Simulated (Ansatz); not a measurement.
## Ligand exchange: SnH2(NH2)2 + Ga(NH2)3 → SnH(NH2)3 + GaH(NH2)2

Species: SnH2(NH2)2, singlet; Ga(NH2)3, singlet; SnH(NH2)3, singlet; GaH(NH2)2, singlet. The partners trade H for NH2: Sn–H and Ga–NH2 bonds give way to Sn–NH2 and Ga–H.

Shapes, held fixed at every level: PBE0-D4/def2-TZVP. Flexible molecules stand in one conformer, not always the lowest. Programs: Ansatz 0.2.0. The zero-point and thermal change to 298 K, harmonic and unscaled (PBE0-D4/def2-TZVP), is 0.0 kJ/mol.

```
                level                   kind  ΔH(298 K) (kJ/mol)  less CCSD(T)/def2-TZVPP
          HF/def2-SVP           Hartree–Fock               +29.6                     +9.4
     SPW92/def2-TZVPP                    LDA               +18.0                     -2.2
  B3LYP-D4/def2-TZVPP          global hybrid               +17.3                     -2.9
r2SCAN0-D4/def2-TZVPP          global hybrid               +20.3                     +0.1
    B2PLYP/def2-TZVPP          double hybrid               +18.3                     -1.9
         MP2/def2-SVP    perturbation theory               +25.3                     +5.1
       MP2/def2-TZVPP    perturbation theory               +19.5                     -0.7
   CCSD(T)/def2-TZVPP  coupled cluster or CI               +20.2                      0.0
```

The highest level, CCSD(T)/def2-TZVPP, gives ΔH(298 K) = +20.2 kJ/mol; the levels span +17.3 to +29.6. The column of differences is taken from that level and isn't an error. No measured value is set beside it here. For atoms past krypton def2 sets carry core potentials with scalar relativity. Relativity is left out for Ga unless named. Correlated rows may include outer-core shells of Ga, Sn, which these sets cover unevenly.

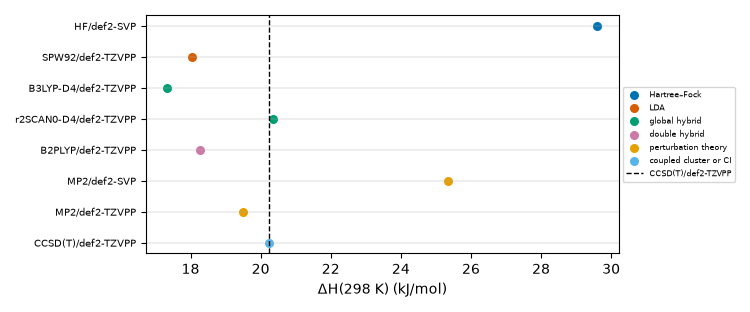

The values of the table, level by level.
